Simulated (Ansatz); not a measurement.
# C₂H₈B₂: single points with varied inputs

How do the results and run time of C₂H₈B₂ respond when the settings are drawn wide?

Program: Ansatz 0.2.0, Gaussian basis. Level of theory: the settings change from run to run. These are calculated values, not measurements.

**1. The geometry**

The structure was relaxed beforehand with PBE0-D4 in a triple-zeta def2 set.

SMILES `BBCC`, 12 atoms, charge 0, spin multiplicity 1.

Atoms are counted from 1 here; the program's logs count them from 0.

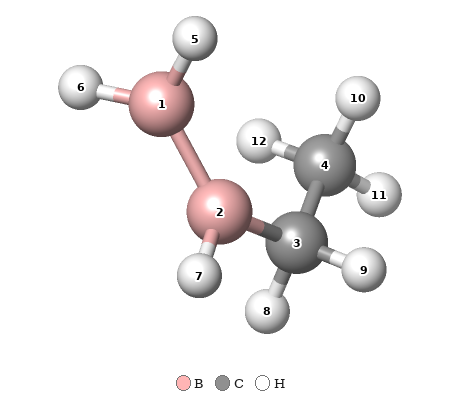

The structure; boron pink, carbon grey, hydrogen white; atoms are numbered from 1 in the order of the file.

**2. r2SCAN/6-31G**

This run has the search for lower states set to light.

in.yaml reads:

```yaml
crystal:
  periodic: [false, false, false]
  atoms:
    - {symbol: B, position_ang: [-0.841987, 1.773120, -0.220239]}
    - {symbol: B, position_ang: [0.225867, 0.904805, 0.670602]}
    - {symbol: C, position_ang: [0.651759, -0.590944, 0.512188]}
    - {symbol: C, position_ang: [0.018120, -1.407297, -0.606738]}
    - {symbol: H, position_ang: [-0.505250, 2.414694, -1.178184]}
    - {symbol: H, position_ang: [-2.003844, 1.854754, 0.073321]}
    - {symbol: H, position_ang: [0.754449, 1.511631, 1.574511]}
    - {symbol: H, position_ang: [0.483342, -1.068868, 1.489278]}
    - {symbol: H, position_ang: [1.749135, -0.594996, 0.426611]}
    - {symbol: H, position_ang: [0.228194, -0.965516, -1.584417]}
    - {symbol: H, position_ang: [0.385891, -2.436430, -0.626733]}
    - {symbol: H, position_ang: [-1.068677, -1.450152, -0.496298]}
basis:
  gaussian: {orbitals: 6-31G}
hamiltonian: {xc: {name: r2SCAN}}
scf: {lower_state_search: light}
output: {forces: true}
```

The run is started by

```
> ansatz run in.yaml --threads 2 --pin off --events-out ev --progress --plain --max-ram 4352MiB
```

Output, shortened:

```text
Functional definition: r2SCAN
  name "r2SCAN"
  cite "Furness, Kaplan, Ning, Perdew & Sun, J. Phys. Chem. Lett. 11, 8208 (2020) doi:10.1021/acs.jpclett.0c02405"
  cite "Furness, Kaplan, Ning, Perdew & Sun, J. Phys. Chem. Lett. 11, 9248 (2020) doi:10.1021/acs.jpclett.0c03077"
  parent r2scan
[...]
762 factors; integrals over basis functions are off by at most 2.3e-4 eV
[...]
mean field -3552.27986457 eV, -130.5438772012 hartree, gradient 4.9e-5 eV, S^2 0.000000; 0 other end points of the search recorded, 0 dependent functions left out
[...]
reference -3552.27987199 eV, -130.5438774740 hartree; 15, 15 occupied and 37, 37 virtual orbitals, 762 factors
Total energy: -3552.27987199 eV, -130.5438774740 hartree
Atom 0 at    -0.841987     1.773120    -0.220239 Å, force     0.069200    -0.069630     0.053091 eV/Å
Atom 1 at     0.225867     0.904805     0.670602 Å, force    -0.160006     0.261359    -0.075383 eV/Å
Atom 2 at     0.651759    -0.590944     0.512188 Å, force     0.121575     0.064456     0.175036 eV/Å
Atom 3 at     0.018120    -1.407297    -0.606738 Å, force    -0.106785    -0.125046    -0.182521 eV/Å
Atom 4 at    -0.505250     2.414694    -1.178184 Å, force    -0.007572     0.051591    -0.066521 eV/Å
Atom 5 at    -2.003844     1.854754     0.073321 Å, force    -0.080380     0.024920    -0.005387 eV/Å
Atom 6 at     0.754449     1.511631     1.574511 Å, force     0.059104     0.027848     0.083209 eV/Å
Atom 7 at     0.483342    -1.068868     1.489278 Å, force    -0.051681    -0.127185     0.171062 eV/Å
Atom 8 at     1.749135    -0.594996     0.426611 Å, force     0.212320    -0.028359    -0.049831 eV/Å
Atom 9 at     0.228194    -0.965516    -1.584417 Å, force     0.039501     0.075418    -0.135731 eV/Å
Atom 10 at     0.385891    -2.436430    -0.626733 Å, force     0.061928    -0.157014     0.003649 eV/Å
Atom 11 at    -1.068677    -1.450152    -0.496298 Å, force    -0.157205     0.001643     0.029327 eV/Å
Dipole moment:     0.072807    -0.146201     0.021554 e Å
```

Run time: 1.6 s. Hardware: 2 threads of Intel Xeon Platinum 8375C at 2.90GHz, shared host.

Largest force 0.316 eV/Å, dipole 0.79 D.

**3. RPA/ANO-RCC-VTZP**

Set apart from the defaults: unrestricted orbitals, atoms shaken by 0.03 Å.

in.yaml reads:

```yaml
crystal:
  periodic: [false, false, false]
  atoms:
    - {symbol: B, position_ang: [-0.854223, 1.770792, -0.225482]}
    - {symbol: B, position_ang: [0.210443, 0.868225, 0.699380]}
    - {symbol: C, position_ang: [0.658300, -0.514955, 0.458472]}
    - {symbol: C, position_ang: [0.025449, -1.414640, -0.684277]}
    - {symbol: H, position_ang: [-0.483467, 2.405392, -1.240360]}
    - {symbol: H, position_ang: [-1.959621, 1.866935, 0.099176]}
    - {symbol: H, position_ang: [0.786094, 1.464939, 1.573246]}
    - {symbol: H, position_ang: [0.447002, -1.027199, 1.510437]}
    - {symbol: H, position_ang: [1.751406, -0.572738, 0.432840]}
    - {symbol: H, position_ang: [0.227465, -0.912067, -1.570192]}
    - {symbol: H, position_ang: [0.338630, -2.404933, -0.605804]}
    - {symbol: H, position_ang: [-1.042847, -1.434353, -0.460879]}
basis:
  gaussian: {orbitals: ANO-RCC-VTZP}
magnetization: {spin_polarized: true, initial_magnetization: 0}
hamiltonian: {xc: {name: PBE0}}
correlation: {method: rpa}
```

Same command.

Output, shortened:

```text
Functional definition: PBE0
  name "PBE0"
  cite "Adamo & Barone, J. Chem. Phys. 110, 6158 (1999) doi:10.1063/1.478522"
  cite "Perdew, Burke & Ernzerhof, Phys. Rev. Lett. 77, 3865 (1996) doi:10.1103/PhysRevLett.77.3865"
  parent pbe
[...]
1321 factors; integrals over basis functions are off by at most 1.1e-3 eV
[...]
mean field -3552.89741043 eV, -130.5665715930 hartree, gradient 2.7e-6 eV, S^2 0.000000; 0 other end points of the search recorded, 0 dependent functions left out
4 core orbitals not correlated: weight in the atoms' cores, before any rotation towards them, 1.000 or more for the frozen orbitals, at most 0.000 for the correlated occupied ones
reference -3531.16361451 eV, -129.7678693247 hartree; 11, 11 occupied and 217, 217 virtual orbitals, 1321 factors
Total energy: -3556.12643674 eV, -130.6852361210 hartree
Relativity: scalar
```

Run time: 17 s. Hardware: 2 threads of Intel Xeon Platinum 8375C at 2.90GHz, shared host; peak memory 0.77 GiB.

⟨S²⟩ 0.000.

**4. B97M-V/def2-mTZVPP**

This run has the search for lower states set to full.

in.yaml reads:

```yaml
crystal:
  periodic: [false, false, false]
  atoms:
    - {symbol: B, position_ang: [-0.841987, 1.773120, -0.220239]}
    - {symbol: B, position_ang: [0.225867, 0.904805, 0.670602]}
    - {symbol: C, position_ang: [0.651759, -0.590944, 0.512188]}
    - {symbol: C, position_ang: [0.018120, -1.407297, -0.606738]}
    - {symbol: H, position_ang: [-0.505250, 2.414694, -1.178184]}
    - {symbol: H, position_ang: [-2.003844, 1.854754, 0.073321]}
    - {symbol: H, position_ang: [0.754449, 1.511631, 1.574511]}
    - {symbol: H, position_ang: [0.483342, -1.068868, 1.489278]}
    - {symbol: H, position_ang: [1.749135, -0.594996, 0.426611]}
    - {symbol: H, position_ang: [0.228194, -0.965516, -1.584417]}
    - {symbol: H, position_ang: [0.385891, -2.436430, -0.626733]}
    - {symbol: H, position_ang: [-1.068677, -1.450152, -0.496298]}
basis:
  gaussian: {orbitals: def2-mTZVPP}
hamiltonian: {xc: {name: B97M-V}}
scf: {lower_state_search: full}
```

Same command.

Output, shortened:

```text
Functional definition: B97M-V
  name "B97M-V"
  cite "Mardirossian & Head-Gordon, J. Chem. Phys. 142, 074111 (2015) doi:10.1063/1.4907719"
  cite "Becke, J. Chem. Phys. 107, 8554 (1997) doi:10.1063/1.475007"
  cite "Vydrov & Van Voorhis, J. Chem. Phys. 133, 244103 (2010) doi:10.1063/1.3521275"
  # Of w^i u^j: cxij and so on, Table III.
[...]
  gx(w, u) = cx00 + cx01*u + cx02*u^2 + (cx10 + cx11*u)*w
  gss(w, u) = css00 + css02*u^2 + css10*w + (css32*w^3 + css42*w^4)*u^2
  gos(w, u) = cos00 + cos01*u + cos03*u^3 + cos10*w + cos32*w^3*u^2
[...]
      + integral(e_c_pw_mod_opposite_spin*gos(b97_w_opposite, b97_u_opposite)) + vv10(b, c)
1180 factors; their error is unknown
[...]
mean field -3557.46856088 eV, -130.7345582735 hartree, gradient 1.1e-5 eV, S^2 0.000000; 0 other end points of the search recorded, 0 dependent functions left out
reference -3557.46863142 eV, -130.7345608657 hartree; 15, 15 occupied and 101, 101 virtual orbitals, 1180 factors
Total energy: -3557.46863142 eV, -130.7345608657 hartree
```

Run time: 4.9 s. Hardware: 2 threads of Intel Xeon Platinum 8375C at 2.90GHz, shared host.

**5. revPBE0/6-31++G****

Options: multiplicity 3, restricted open-shell orbitals, a grid of angular degree 11, finite nuclei.

in.yaml, as its differences from that of step 4:

```diff
@@ -16,4 +16,5 @@
 basis:
-  gaussian: {orbitals: def2-mTZVPP}
-hamiltonian: {xc: {name: B97M-V}}
-scf: {lower_state_search: full}
+  gaussian: {orbitals: "6-31++G**", final_grid: {core_spheres: 5, valence_spheres: 4, degree: 11}, nuclear_model: gaussian}
+magnetization: {spin_polarized: false, initial_magnetization: 2}
+hamiltonian: {xc: {name: revPBE0}}
+output: {forces: true}
```

Launched as before.

Output, shortened:

```text
Functional definition: revPBE0
  name "revPBE0"
  cite "Zhang & Yang, Phys. Rev. Lett. 80, 890 (1998) doi:10.1103/PhysRevLett.80.890"
  cite "Adamo & Barone, J. Chem. Phys. 110, 6158 (1999) doi:10.1063/1.478522"
  cite "Perdew, Burke & Ernzerhof, Phys. Rev. Lett. 77, 3865 (1996) doi:10.1103/PhysRevLett.77.3865"
[...]
1124 factors; integrals over basis functions are off by at most 1.3e-3 eV
[...]
mean field -3550.77519315 eV, -130.4885815463 hartree, gradient 7.0e-6 eV, S^2 2.000000; 5 other end points of the search recorded, 0 dependent functions left out
[...]
reference -3550.77528939 eV, -130.4885850830 hartree; 16, 14 occupied and 108, 110 virtual orbitals, 1124 factors
Total energy: -3550.77528939 eV, -130.4885850830 hartree
Atom 0 at    -0.841987     1.773120    -0.220239 Å, force    -2.488544     2.050282    -2.062806 eV/Å
[...]
Atom 2 at     0.651759    -0.590944     0.512188 Å, force    -0.642467    -0.284365    -0.889247 eV/Å
Atom 3 at     0.018120    -1.407297    -0.606738 Å, force     0.098656    -0.072306     0.086931 eV/Å
Atom 4 at    -0.505250     2.414694    -1.178184 Å, force     1.149130    -0.303587     0.026199 eV/Å
Atom 5 at    -2.003844     1.854754     0.073321 Å, force     0.043009    -0.725977     0.941540 eV/Å
Atom 6 at     0.754449     1.511631     1.574511 Å, force    -0.226819     0.576802    -0.024919 eV/Å
Atom 7 at     0.483342    -1.068868     1.489278 Å, force    -0.220794     0.184260     0.227302 eV/Å
Atom 8 at     1.749135    -0.594996     0.426611 Å, force     0.149704     0.323669    -0.083614 eV/Å
Atom 9 at     0.228194    -0.965516    -1.584417 Å, force     0.007406    -0.005293    -0.076675 eV/Å
Atom 10 at     0.385891    -2.436430    -0.626733 Å, force     0.046820    -0.132977    -0.003850 eV/Å
Atom 11 at    -1.068677    -1.450152    -0.496298 Å, force    -0.068682    -0.033793    -0.014058 eV/Å
Dipole moment:     0.342140    -0.444768     0.211072 e Å
```

Wall time 4.3 s (2 threads of Intel Xeon Platinum 8375C at 2.90GHz, shared host); peak memory 0.27 GiB.

Largest force 3.828 eV/Å, dipole 2.88 D.

**6. rPW86-PBE/def2-TZVPD**

Options: D3(BJ) dispersion, relativity set to none, high accuracy.

in.yaml, as its differences from that of step 5:

```diff
@@ -16,5 +16,4 @@
 basis:
-  gaussian: {orbitals: "6-31++G**", final_grid: {core_spheres: 5, valence_spheres: 4, degree: 11}, nuclear_model: gaussian}
-magnetization: {spin_polarized: false, initial_magnetization: 2}
-hamiltonian: {xc: {name: revPBE0}}
-output: {forces: true}
+  gaussian: {orbitals: def2-TZVPD}
+hamiltonian: {xc: {name: rPW86-PBE}, dispersion: d3bj, pseudopotentials: {relativity: none}}
+accuracy: high
```

Same command.

Output:

```text
Functional definition: rPW86-PBE
  name "rPW86-PBE"
  cite "Murray, Lee & Langreth, J. Chem. Theory Comput. 5, 2754 (2009) doi:10.1021/ct900365q"
  cite "Perdew, Burke & Ernzerhof, Phys. Rev. Lett. 77, 3865 (1996) doi:10.1103/PhysRevLett.77.3865"
  parent pbe
  exchange = rpw86_x
  correlation = pbe_c
3705 factors; integrals over basis functions are off by at most 3.6e-9 eV
mean field evaluation 1: about -3552.1798 eV, gradient 7.4e1 eV
mean field evaluation 2: about -3520.2817 eV, gradient 1.2e2 eV
mean field evaluation 4: about -3565.6704 eV, gradient 9.8e0 eV
mean field evaluation 8: about -3565.9515 eV, gradient 2.1e-1 eV
mean field evaluation 16: about -3565.9516 eV, gradient 7.2e-6 eV
mean field -3565.95163117 eV, -131.0463053568 hartree, gradient 4.4e-8 eV, S^2 0.000000; 0 other end points of the search recorded, 0 dependent functions left out
reference -3565.95165044 eV, -131.0463060647 hartree; 15, 15 occupied and 205, 205 virtual orbitals, 3705 factors
Total energy: -3566.15163141 eV, -131.0536552297 hartree
```

It took 21 s on 2 threads of Intel Xeon Platinum 8375C at 2.90GHz, shared host; peak memory 1.4 GiB.

**7. RPA/def2-mTZVP**

This run has charge -1, multiplicity 2, restricted open-shell orbitals.

in.yaml, as its differences from that of step 6:

```diff
@@ -16,4 +16,6 @@
 basis:
-  gaussian: {orbitals: def2-TZVPD}
-hamiltonian: {xc: {name: rPW86-PBE}, dispersion: d3bj, pseudopotentials: {relativity: none}}
-accuracy: high
+  gaussian: {orbitals: def2-mTZVP}
+total_charge: -1
+magnetization: {spin_polarized: false, initial_magnetization: 1}
+hamiltonian: {xc: {name: HF}}
+correlation: {method: rpa}
```

Launched as before.

Output:

```text
Functional definition: HF
  name "HF"
  cite "Fock, Z. Phys. 61, 126 (1930) doi:10.1007/BF01340294"
  parent pbe
  exchange = exact_x
  correlation = 0
994 factors; integrals over basis functions are off by at most 1.1e-3 eV
mean field evaluation 1: about -3526.5713 eV, gradient 2.5e1 eV
mean field evaluation 2: about -3526.5718 eV, gradient 2.5e1 eV
mean field evaluation 4: about -3529.1727 eV, gradient 3.2e0 eV
mean field evaluation 8: about -3529.2173 eV, gradient 5.2e-4 eV
mean field evaluation 16: about -3529.1091 eV, gradient 1.9e0 eV
mean field -3529.21729533 eV, -129.6963434139 hartree, gradient 3.7e-6 eV, S^2 0.750000; 4 other end points of the search recorded, 0 dependent functions left out
mean field evaluation 32: about -3529.2873 eV, gradient 1.9e-1 eV
4 core orbitals not correlated: weight in the atoms' cores, before any rotation towards them, 1.000 or more for the frozen orbitals, at most 0.000 for the correlated occupied ones
reference -3529.21729533 eV, -129.6963434139 hartree; 12, 11 occupied and 84, 85 virtual orbitals, 994 factors
Total energy: -3543.90872033 eV, -130.2362433247 hartree
```

It took 3.4 s on 2 threads of Intel Xeon Platinum 8375C at 2.90GHz, shared host.

**8. B3LYP5/6-31++G****

in.yaml, as its differences from that of step 7:

```diff
@@ -16,6 +16,4 @@
 basis:
-  gaussian: {orbitals: def2-mTZVP}
-total_charge: -1
-magnetization: {spin_polarized: false, initial_magnetization: 1}
-hamiltonian: {xc: {name: HF}}
-correlation: {method: rpa}
+  gaussian: {orbitals: "6-31++G**"}
+hamiltonian: {xc: {name: B3LYP5}}
+output: {forces: true}
```

The command is unchanged.

Output, shortened:

```text
Functional definition: B3LYP5
  name "B3LYP5"
  cite "Stephens, Devlin, Chabalowski & Frisch, J. Phys. Chem. 98, 11623 (1994) doi:10.1021/j100096a001"
  cite "Becke, Phys. Rev. A 38, 3098 (1988) doi:10.1103/PhysRevA.38.3098"
  cite "Lee, Yang & Parr, Phys. Rev. B 37, 785 (1988) doi:10.1103/PhysRevB.37.785"
  cite "Vosko, Wilk & Nusair, Can. J. Phys. 58, 1200 (1980) doi:10.1139/p80-159"
[...]
1124 factors; integrals over basis functions are off by at most 1.3e-3 eV
[...]
mean field -3553.59167968 eV, -130.5920855172 hartree, gradient 2.6e-5 eV, S^2 0.000000; 0 other end points of the search recorded, 0 dependent functions left out
[...]
reference -3553.59204844 eV, -130.5920990691 hartree; 15, 15 occupied and 109, 109 virtual orbitals, 1124 factors
Total energy: -3553.59204844 eV, -130.5920990691 hartree
[...]
Atom 2 at     0.651759    -0.590944     0.512188 Å, force     0.140127     0.032359     0.182939 eV/Å
Atom 3 at     0.018120    -1.407297    -0.606738 Å, force    -0.079325    -0.151468    -0.161614 eV/Å
Atom 4 at    -0.505250     2.414694    -1.178184 Å, force    -0.013289     0.008709    -0.005841 eV/Å
Atom 5 at    -2.003844     1.854754     0.073321 Å, force    -0.007235     0.011456    -0.010587 eV/Å
Atom 6 at     0.754449     1.511631     1.574511 Å, force     0.003928    -0.005276     0.002361 eV/Å
Atom 7 at     0.483342    -1.068868     1.489278 Å, force    -0.024399    -0.060361     0.093801 eV/Å
Atom 8 at     1.749135    -0.594996     0.426611 Å, force     0.112415    -0.008887    -0.020526 eV/Å
Atom 9 at     0.228194    -0.965516    -1.584417 Å, force     0.017978     0.027822    -0.111510 eV/Å
Atom 10 at     0.385891    -2.436430    -0.626733 Å, force     0.028275    -0.117501    -0.018869 eV/Å
Atom 11 at    -1.068677    -1.450152    -0.496298 Å, force    -0.114082    -0.021768    -0.000709 eV/Å
Dipole moment:     0.065706    -0.138492     0.016562 e Å
```

Run time: 2.6 s. Hardware: 2 threads of Intel Xeon Platinum 8375C at 2.90GHz, shared host.

Largest force 0.235 eV/Å, dipole 0.74 D.

**9. HSE06/def2-SVP**

Set apart from the defaults: unrestricted orbitals, atoms shaken by 0.08 Å, density fitting with cc-pVTZ-jkfit, high accuracy.

in.yaml reads:

```yaml
crystal:
  periodic: [false, false, false]
  atoms:
    - {symbol: B, position_ang: [-0.920695, 1.651634, -0.299470]}
    - {symbol: B, position_ang: [0.313520, 1.181546, 0.708090]}
    - {symbol: C, position_ang: [0.587232, -0.639541, 0.628958]}
    - {symbol: C, position_ang: [-0.007633, -1.367240, -0.590926]}
    - {symbol: H, position_ang: [-0.416840, 2.329224, -1.078749]}
    - {symbol: H, position_ang: [-2.114650, 1.971921, 0.168785]}
    - {symbol: H, position_ang: [0.787767, 1.461218, 1.646281]}
    - {symbol: H, position_ang: [0.367122, -1.222405, 1.437150]}
    - {symbol: H, position_ang: [1.863668, -0.594083, 0.317577]}
    - {symbol: H, position_ang: [0.223277, -1.077340, -1.455395]}
    - {symbol: H, position_ang: [0.318113, -2.401224, -0.798813]}
    - {symbol: H, position_ang: [-1.094509, -1.459374, -0.512922]}
basis:
  gaussian: {orbitals: def2-SVP, fitting: {mean_field: cc-pVTZ-jkfit}}
magnetization: {spin_polarized: true, initial_magnetization: 0}
hamiltonian: {xc: {name: HSE06}}
accuracy: high
output: {forces: true}
```

The command is unchanged.

Output, shortened:

```text
Functional definition: HSE06
  name "HSE06"
  cite "Heyd, Scuseria & Ernzerhof, J. Chem. Phys. 118, 8207 (2003) doi:10.1063/1.1564060"
  cite "Krukau, Vydrov, Izmaylov & Scuseria, J. Chem. Phys. 125, 224106 (2006) doi:10.1063/1.2404663"
  cite "Heyd & Scuseria, J. Chem. Phys. 120, 7274 (2004) doi:10.1063/1.1668634"
  cite "Ernzerhof & Perdew, J. Chem. Phys. 109, 3313 (1998) doi:10.1063/1.476928"
  cite "Perdew, Burke & Ernzerhof, Phys. Rev. Lett. 77, 3865 (1996) doi:10.1103/PhysRevLett.77.3865"
  parent pbe
[...]
  # The whole range is PBE's own exchange, as in plane waves. The composition of these papers is wPBEh.
[...]
556 factors; integrals over basis functions are off by at most 1.3e-1 eV
556 factors; integrals over basis functions are off by at most 2.1e-10 eV
[...]
Atom 2 at     0.587232    -0.639541     0.628958 Å, force     3.920731     3.969845    -5.847844 eV/Å
Atom 3 at    -0.007633    -1.367240    -0.590926 Å, force    -2.114409    -3.210955     7.070074 eV/Å
Atom 4 at    -0.416840     2.329224    -1.078749 Å, force     0.017975     0.583189    -2.308195 eV/Å
Atom 5 at    -2.114650     1.971921     0.168785 Å, force     1.566082    -1.135385    -1.114291 eV/Å
Atom 6 at     0.787767     1.461218     1.646281 Å, force     1.940968     1.842069     2.924627 eV/Å
Atom 7 at     0.367122    -1.222405     1.437150 Å, force    -0.134312    -1.300597     3.288075 eV/Å
Atom 8 at     1.863668    -0.594083     0.317577 Å, force    -3.318541    -0.308052     1.555445 eV/Å
Atom 9 at     0.223277    -1.077340    -1.455395 Å, force     1.889961     4.091597    -7.751619 eV/Å
Atom 10 at     0.318113    -2.401224    -0.798813 Å, force     0.209905    -0.501576     1.187012 eV/Å
Atom 11 at    -1.094509    -1.459374    -0.512922 Å, force    -0.372350     0.145280    -0.061378 eV/Å
Dipole moment:     0.069781    -0.088138    -0.077887 e Å
```

Wall time 5 s (2 threads of Intel Xeon Platinum 8375C at 2.90GHz, shared host); peak memory 0.3 GiB.

Largest force 8.967 eV/Å, dipole 0.66 D, ⟨S²⟩ 0.000.

**10. All runs side by side**

| level | charge | multiplicity | geometry | functions | energy (eV) | time |
| --- | --- | --- | --- | --- | --- | --- |
| r2SCAN/6-31G | 0 | 1 | relaxed | 52 | -3552.280 | 1.6 s |
| RPA/ANO-RCC-VTZP | 0 | 1 | shaken | 232 | -3556.126 | 17 s |
| B97M-V/def2-mTZVPP | 0 | 1 | relaxed | 116 | -3557.469 | 4.9 s |
| revPBE0/6-31++G** | 0 | 3 | relaxed | 124 | -3550.775 | 4.3 s |
| rPW86-PBE/def2-TZVPD | 0 | 1 | relaxed | 220 | -3566.152 | 21 s |
| RPA/def2-mTZVP | -1 | 2 | relaxed | 100 | -3543.909 | 3.4 s |
| B3LYP5/6-31++G** | 0 | 1 | relaxed | 124 | -3553.592 | 2.6 s |
| HSE06/def2-SVP | 0 | 1 | shaken | 96 | -3544.629 | 5 s |

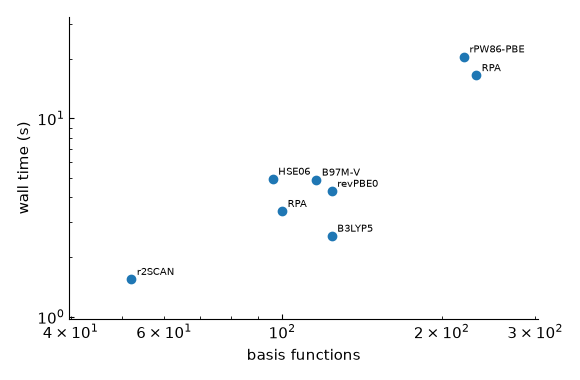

Wall time against the number of basis functions (shared host).

**11. Summary of results**

```
                                         quantity                       value
                                             runs                           8
                                         quickest         r2SCAN/6-31G, 1.6 s
                                          slowest  rPW86-PBE/def2-TZVPD, 21 s
spread of total energies, same state and geometry                     13.9 eV
                  dipole, same state and geometry              0.74 to 0.79 D
```

What this shows: Run time spans a factor of 13, from r2SCAN/6-31G to rPW86-PBE/def2-TZVPD. The jobs differ in tasks and options as well as level. Total energies at one charge and spin differ by 14 eV between levels, so only differences within one level mean anything. At the PBE0-D4/def2-TZVP geometry and in the same state, runs without warnings or point charges leave forces up to 0.32 eV/Å (r2SCAN/6-31G), against 9.0 eV/Å where the atoms were moved.
